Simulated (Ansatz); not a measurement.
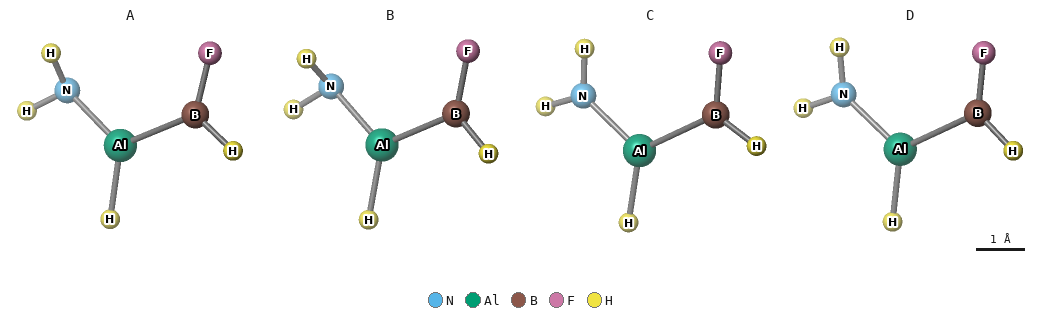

4 geometries from one relaxation of AlBNH$_{4}$F, in shuffled order. A ball-and-stick model, seen at a tilt.

The run prepares an end point of a later path (inversion) calculation, from a guessed geometry.

Computed with RKS PBE0/def2-SVP in Ansatz. Settings: no spin polarisation; force threshold 0.015 eV/Å; at most 40 steps.

Order the frames from highest to lowest energy.

B, A, D, C. They are steps 0, 1, 3, 9, at +0.612 eV, +0.324 eV, +0.108 eV relative to the last. Over 8 accepted moves (9 points after the start) the energy falls by 0.612 eV. The largest force component goes from 2.3 to 0.0053 eV/Å. The line search rejected the trial step at point 4 of the run. The atom that moves furthest after the best rigid fit is an H atom (0.55 Å). Largest moves by element: H 0.55 Å, N 0.34 Å, F 0.17 Å, Al 0.13 Å, B 0.08 Å. Among the contacts that change: Al–B 2.061 → 2.164 Å, Al–N 1.843 → 1.778 Å, H–N 1.078 → 1.015 Å, B–F 1.371 → 1.330 Å. Bond angles that change, for instance: Al–N–H 109.9° → 125.6°, Al–N–H 110.2° → 124.8°, Al–B–H 117.7° → 126.2°. Cost: 42 s on 1 thread of Intel(R) Xeon(R) Processor @ 2.70GHz, on a shared host, peak memory 0.16 GiB.
